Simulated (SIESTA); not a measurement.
Band structure of GaSb (F-43m, 2 atoms in the cell).

```
CELL_PARAMETERS angstrom
      0.00000     3.05572     3.05572
      3.05572     0.00000     3.05572
      3.05572     3.05572     0.00000
ATOMIC_POSITIONS crystal
  Ga 0.00000 0.00000 0.00000
  Sb 0.75000 0.75000 0.75000
```

Method: GGA PBE, numerical atomic orbitals DZP, PseudoDojo PBE standard norm-conserving potentials (rewritten from UPF to PSML) in SIESTA 5.4.2.

Settings: XC.functional = GGA; XC.authors = PBE; potentials = PseudoDojo PBE standard; PAO.BasisSize = DZP; PAO.EnergyShift = 0.01 Ry; MeshCutoff = 400 Ry; kgrid.MonkhorstPack = 9 9 9; OccupationFunction = MP; OccupationMPOrder = 0; ElectronicTemperature = 100 meV; MaxSCFIterations = 150; SCF.Mixer.Method = Pulay; SCF.Mixer.Weight = 0.25; SCF.Mixer.History = 8.

The starting cell comes from a database of computed structures (which also holds hypothetical and non-ambient phases and stackings), without a prior relaxation at this level. Its lattice was rescaled by a random factor within 2.5 % of one. Spin-orbit coupling is off. Values carry the incompleteness of an atom-centred basis. The run gives no clean gap (levels at the Fermi energy touch, overlap or are partly filled at this smearing), which alone does not show that the compound is a metal.

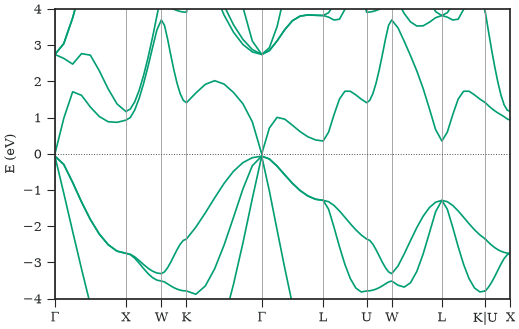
Figure: Bands along the path, energies from the Fermi level.

Levels in eV from the Fermi level, bands 11 to 16:
```csv
point,11,12,13,14,15,16
Γ,-11.59,-0.07,-0.07,-0.07,0.00,2.74
X,-9.21,-6.96,-2.75,-2.75,0.93,1.17
W,-9.17,-6.83,-3.51,-3.31,3.69,4.41
K,-9.28,-6.78,-3.79,-2.35,1.41,3.91
L,-10.03,-6.54,-1.29,-1.29,0.35,3.82
U,-9.28,-6.78,-3.79,-2.35,1.41,3.91
```

No band crosses the Fermi level by more than 0.03 eV along this path.

Higher empty bands are left out: an atom-centred basis made for the valence describes them poorly.
